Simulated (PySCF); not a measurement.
# CH7BN2Si (SMILES N#C[BH-]([NH3+])[SiH3]): CCSD(T)/3-21G

What is the vertical singlet–triplet gap of CH7BN2Si at CCSD(T)/3-21G? Input form: a Python script.

The calculation is run with PySCF 2.14.0.

## (1) Starting point

The species is CH7BN2Si (12 atoms), meant as a singlet with charge 0. As SMILES, `N#C[BH-]([NH3+])[SiH3]`. The shape is that of a GFN2-xTB optimisation.

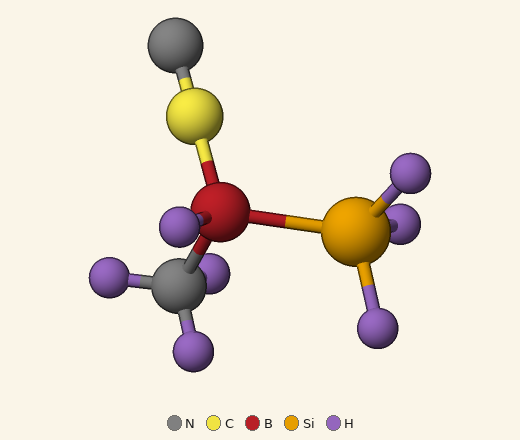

Viewed from a chosen angle; nitrogen grey, carbon yellow, boron red, silicon amber, hydrogen purple.

## (2) A single-point energy at CCSD(T)/3-21G

Input file run.py:

```python
# N#C[BH-]([NH3+])[SiH3]
from pyscf import gto, cc

molecule = gto.M(
    atom=[
    ('N', (-2.916130, -0.187380, 0.074060)),
    ('C', (-1.801960, 0.010480, 0.282180)),
    ('B', (-0.301590, 0.248360, 0.549070)),
    ('N', (0.339980, -1.277320, 0.671170)),
    ('Si', (0.609590, 1.142950, -0.971170)),
    ('H', (-0.137590, 0.759880, 1.615250)),
    ('H', (1.338680, -1.209460, 0.844510)),
    ('H', (0.181300, -1.770790, -0.203600)),
    ('H', (-0.111090, -1.783560, 1.429600)),
    ('H', (2.075760, 1.199720, -0.748920)),
    ('H', (0.514890, 0.359130, -2.224070)),
    ('H', (0.208160, 2.508000, -1.318070)),
],
    basis='3-21g',
    charge=0,
    max_memory=1860,
    verbose=3,
)

myscf = molecule.RHF()
myscf.conv_tol = 1e-10
myscf.kernel()
if not myscf.converged:
    myscf = myscf.newton().run(myscf.mo_coeff, myscf.mo_occ)

mycc = cc.CCSD(myscf, frozen=9)
mycc.kernel()
e_t = mycc.ccsd_t()
e_tot = mycc.e_tot + e_t
print(f'total energy: {e_tot:.8f} hartree')
```

Started as:

```sh
$ OMP_NUM_THREADS=1 python run.py
```

What it wrote:

```text
converged SCF energy = -461.96497854847
E(CCSD) = -462.4343476401446  E_corr = -0.4693690916741682
CCSD(T) correction = -0.0137054502655564
total energy: -462.44805309 hartree
```

Run time: 8.7 s. Hardware: 1 thread of Arm Neoverse V1, shared host; peak memory 0.22 GiB.

## (3) The triplet

Input file input.xyz:

```xyz
12
CH7BN2Si
N     -2.916130    -0.187380     0.074060
C     -1.801960     0.010480     0.282180
B     -0.301590     0.248360     0.549070
N      0.339980    -1.277320     0.671170
Si     0.609590     1.142950    -0.971170
H     -0.137590     0.759880     1.615250
H      1.338680    -1.209460     0.844510
H      0.181300    -1.770790    -0.203600
H     -0.111090    -1.783560     1.429600
H      2.075760     1.199720    -0.748920
H      0.514890     0.359130    -2.224070
H      0.208160     2.508000    -1.318070
```

Input file calc.py:

```python
from pyscf import gto, scf, cc

molecule = gto.M(
    atom='input.xyz',
    max_memory=1860,
    verbose=3,
    basis='3-21g',
    spin=2,
)

mf = scf.UHF(molecule)
mf.conv_tol = 1e-10
mf.kernel()
if not mf.converged:
    mf = mf.newton().run(mf.mo_coeff, mf.mo_occ)

mycc = cc.CCSD(mf, frozen=9)
mycc.kernel()
e_t = mycc.ccsd_t()
e_final = mycc.e_tot + e_t
print('Final energy', e_final)
```

Started as:

```sh
$ OMP_NUM_THREADS=1 python calc.py
```

What it wrote:

```text
WARN: HOMO 0.0531974584176713 >= LUMO -0.274740324422212

WARN: HOMO -0.0928644079698402 >= LUMO -0.140352160169928

WARN: HOMO -0.093333659103255 >= LUMO -0.113338801840958

SCF not converged.
SCF energy = -461.708305548836 after 50 cycles  <S^2> = 2.137321  2S+1 = 3.0901916
converged SCF energy = -461.755161313  <S^2> = 2.0101991  2S+1 = 3.0067917
E(UCCSD) = -462.1832656440765  E_corr = -0.428104331076827
UCCSD(T) correction = -0.0151327617200236
Final energy -462.1983984057965
```

It took 93 s on 1 thread of Arm Neoverse V1, shared host; peak memory 0.46 GiB.

## (4) Summary of results

Level: CCSD(T)/3-21G, 9 core orbitals frozen.

| quantity | value |
| --- | --- |
| singlet: total energy | -462.44805 Eh |
| singlet: dipole moment (Hartree–Fock density) | 7.16 D |
| singlet: HOMO energy (Hartree–Fock orbitals) | -10.25 eV |
| singlet: LUMO energy (Hartree–Fock orbitals) | 3.85 eV |
| singlet: HOMO–LUMO gap (Hartree–Fock orbitals) | 14.09 eV |
| singlet: correlation energy (9 core orbitals frozen) | -483.1 mEh |
| singlet: (T) correction | -13.71 mEh |
| singlet: T1 diagnostic | 0.011 |
| triplet: total energy | -462.19840 Eh |
| triplet: dipole moment (Hartree–Fock density) | 6.42 D |
| triplet: HOMO energy (Hartree–Fock orbitals) (highest over α and β) | -5.93 eV |
| triplet: LUMO energy (Hartree–Fock orbitals) (lowest over α and β) | 0.51 eV |
| triplet: correlation energy (9 core orbitals frozen) | -443.2 mEh |
| triplet: (T) correction | -15.13 mEh |
| triplet: ⟨S²⟩ of the reference determinant | 2.010 |
| triplet: T1 diagnostic | 0.034 |
| vertical energy of the triplet above the singlet | 6.793 eV |

At this shape the triplet lies 6.79 eV (157 kcal/mol) above the singlet. Mulliken charges (singlet) of the mean-field density run from -0.89 on N4 to +0.78 on Si5. The triples (singlet) make up 2.8 % of the correlation energy. The triples (triplet) make up 3.4 % of the correlation energy.
